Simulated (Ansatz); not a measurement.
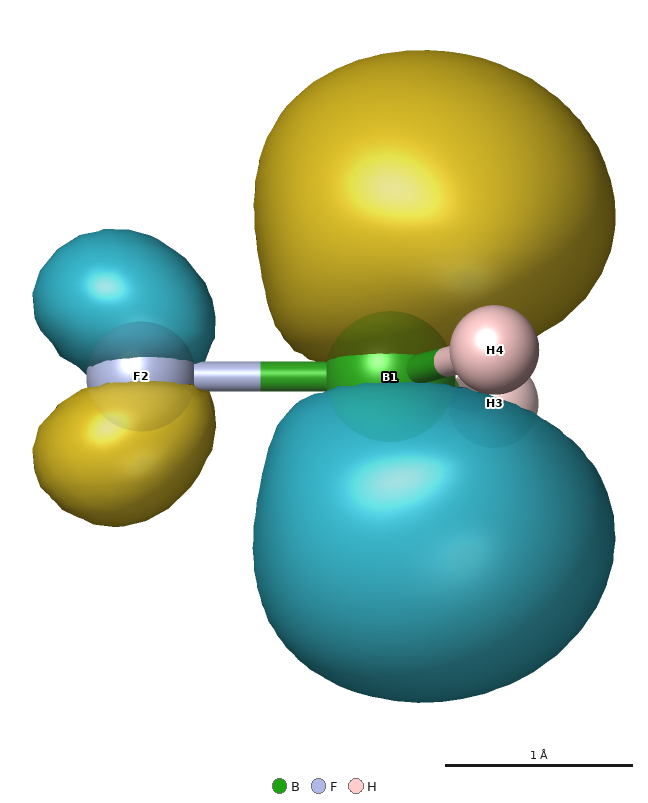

BFH₂. The LUMO at ±0.15 Å⁻³ᐟ² (yellow and cyan are the two phases), seen from one side.

The calculation used RKS PBE/def2-SVPD (Ansatz 0.2.0).

> Describe this orbital and give its energy.

By Hirshfeld shares it lies mainly on B1 (about 70 %), F2 (about 15 %), H3 (about 10 %) and H4 (about 10 %); it changes sign across the molecular plane (π type). Its energy is −2.40 eV.
